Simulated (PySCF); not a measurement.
## Si₂H₆O: a changed input and its effect

System: Si₂H₆O.
Method of the first run: RKS PBE-D4/def2-TZVPP, density fitting (PySCF 2.14.0).

The geometry comes from this level: PBE0-D4/def2-TZVP. Text and figures count atoms from 1; the logs count them from 0 in places.

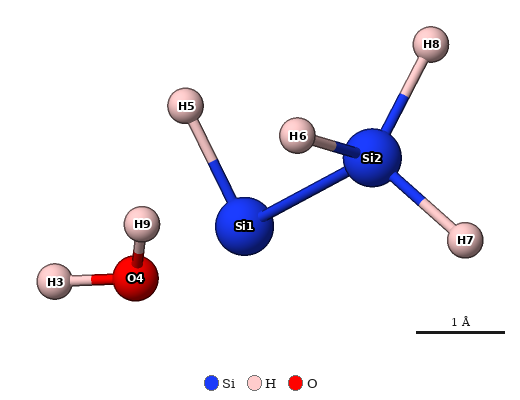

Figure 1. The structure as given in the input (ball-and-stick view, seen at an oblique angle; atoms are numbered from 1 in the order of the input).

## Input file, the first run
```python
import json, numpy as np
from pyscf import gto, scf, dft, mp, cc
EV, BOHR = 27.211386245988, 0.529177210903
mol = gto.M(atom="""
Si 0.777335 1.347888 0.125000
Si 0.704593 -0.984754 0.601166
H -1.152835 1.708936 -1.550260
O -0.607588 0.941349 -1.346110
H -0.383051 1.513553 1.111288
H -0.631601 -1.492975 0.105655
H 1.717689 -1.841378 -0.079301
H 0.763802 -1.303398 2.056790
H -1.187502 0.218364 -1.065026
""", basis="def2-tzvpp", charge=0, spin=0, max_memory=8670, verbose=0)
def mean_field(mol, dm=None):
    mf = dft.RKS(mol, xc="pbe").density_fit()
    mf.conv_tol = 1e-9; mf.grids.level = 4
    mf.kernel(dm0=dm)
    if not mf.converged: mf = mf.newton().run(mf.mo_coeff, mf.mo_occ)
    assert mf.converged
    return mf
def d4(mol):
    from pyscf.dispersion.dftd4 import DFTD4Dispersion
    real = gto.M(atom=[(mol.atom_pure_symbol(i), mol.atom_coord(i)) for i in range(9)], unit='B', charge=mol.charge, spin=None, basis='def2-svp', verbose=0)
    r = DFTD4Dispersion(real, xc="pbe", atm=True).get_dispersion(grad=True); return r["energy"], r["gradient"]
def energy_and_gradient(mol, dm=None):
    mf = mean_field(mol, dm); e, g = d4(mol)
    return mf, (mf.e_tot + e) * EV, (mf.nuc_grad_method().kernel()[:9] + g) * EV / BOHR
out = {}
mf = mean_field(mol); e = d4(mol)[0]
out.update(energy=(mf.e_tot + e) * EV, converged=True, dispersion=e * EV)
out['s2'] = mf.spin_square()[0]; out['nelec'] = mol.nelec
print(f"Total energy {out['energy']:.6f} eV, <S^2> {out['s2']:.4f}")
json.dump(out, open("out.json", "w"), default=float)
```

Command:
```bash
OMP_NUM_THREADS=4 python run.py
```

Hardware: 4 threads of Arm Neoverse V1, 23 GiB of memory available, shared host.

## Output (the first run)
```
Total energy -17889.638423 eV, <S^2> 0.0000
```

For the second run the input was changed thus:
```diff
-    mf = dft.RKS(mol, xc="pbe").density_fit()
+    mf = dft.RKS(mol, xc="r2scan").density_fit()
-    r = DFTD4Dispersion(real, xc="pbe", atm=True).get_dispersion(grad=True); return r["energy"], r["gradient"]
+    r = DFTD4Dispersion(real, xc="r2scan", atm=True).get_dispersion(grad=True); return r["energy"], r["gradient"]
```

How does the second run compare with the first run?

The total energies belong to different models, so their difference says nothing on which is more stable or more accurate. The functional changes from PBE to r2SCAN. On the same kind of shared host the second run took about 2.4 times as long.

## Output (the second run)
```
Total energy -17897.423804 eV, <S^2> 0.0000
```

## The two runs side by side

```csv
quantity,the first run,the second run
outcome,converged,converged
total energy (hartree),−657.432086,−657.718193
basis functions,199,199
wall time (shared host),11 s,27 s
```
